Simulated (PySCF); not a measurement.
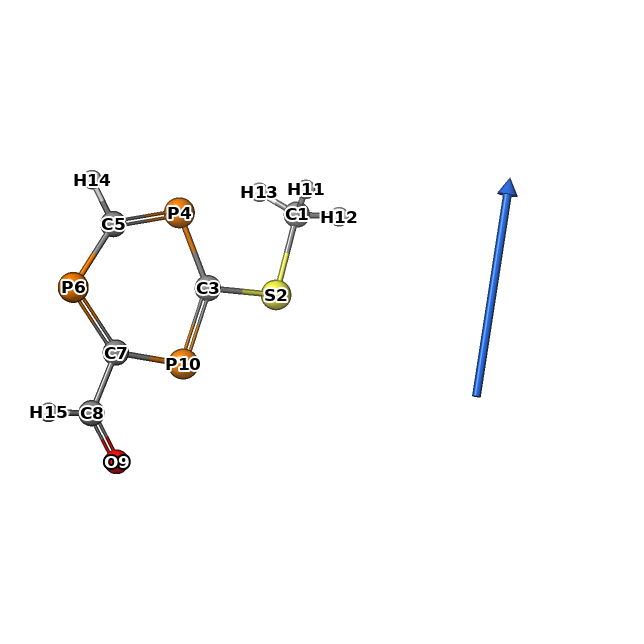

The arrow beside the molecule shows the direction of the dipole moment, from the negative to the positive end (its length means nothing). Computed geometry: GFN2-xTB optimisation. No frequency run is at hand to confirm it as a minimum. Properties computed with PBE0/pcSseg-1, gas phase (PySCF 2.14.0).

### How large is the dipole moment?

4.38 D; it points from the side of O9 to the side of H11, H13 (the outermost atoms at the two ends).

The geometry is semi-empirical. Around P such bond lengths and angles can be off by a tenth of an ångström or more and by several degrees, and values that hang on the shape move with them.
